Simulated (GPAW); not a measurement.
# Run report: AlH2OF, property calculation

The run: property calculation of AlH2OF, SMILES [OH][AlH][F]. Method and program: PBE/real-space grid, scalar-relativistic datasets (GPAW 26.7.0).

The geometry comes from this level: GFN2-xTB.

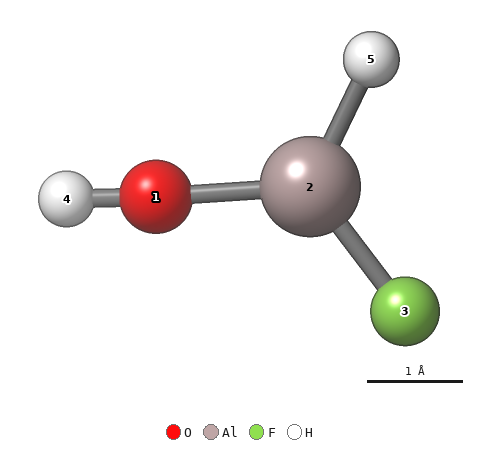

*The structure (ball-and-stick view, seen on its broad side; atoms are numbered from 1 in the order of the input). Sticks mark near contacts.*

Bond lengths as drawn: Al–F 1.65 Å, Al–H 1.49 Å, Al–O 1.63 Å and H–O 0.95 Å.

The input (alfh2o.py):
```python
import numpy as np
from ase.io import read
from ase.units import Debye
from gpaw import GPAW

atoms = read('alfh2o.xyz')
atoms.centre(vacuum=4.5)

calc = GPAW(mode='fd', h=0.2, xc='PBE', maxiter=95, txt='-')
atoms.calc = calc

energy = atoms.get_potential_energy()
print(f'Energy                  {energy:.5f} eV')
forces = atoms.get_forces()
print('Forces (eV/Ang)')
for symbol, f in zip(atoms.symbols, forces):
    print(f'{symbol:2} {f[0]:9.4f} {f[1]:9.4f} {f[2]:9.4f}')
dipole = atoms.get_dipole_moment() / Debye
print(f'Dipole                  {np.linalg.norm(dipole):.3f} D')
homo, lumo = calc.get_homo_lumo()
print(f'HOMO                    {homo:.3f} eV')
print(f'LUMO = {lumo:.3f} eV')
print(f'Gap: {lumo - homo:.3f} eV')
```

File alfh2o.xyz:
```
5

O     -1.021720     0.325810    -0.327270
Al     0.472970    -0.139110     0.144100
F      0.778780    -1.566900     0.912060
H     -1.871140     0.628670    -0.614330
H      1.641100     0.751530    -0.114560
```

Run as:
```bash
python alfh2o.py
```

The program's output:
```
AttributeError: 'Atoms' object has no attribute 'centre'. Did you mean: 'center'?
```

What the run reported:

| quantity | value |
| --- | --- |
| outcome | refused by the program |
| hardware | 1 thread of Arm Neoverse V1, 24 GiB of memory available, shared host |

Some settings of this run were drawn to be unusual or wrong (typo set to ["center(vacuum", "centre(vacuum"]; box set to center (from center)). The program refused the input.
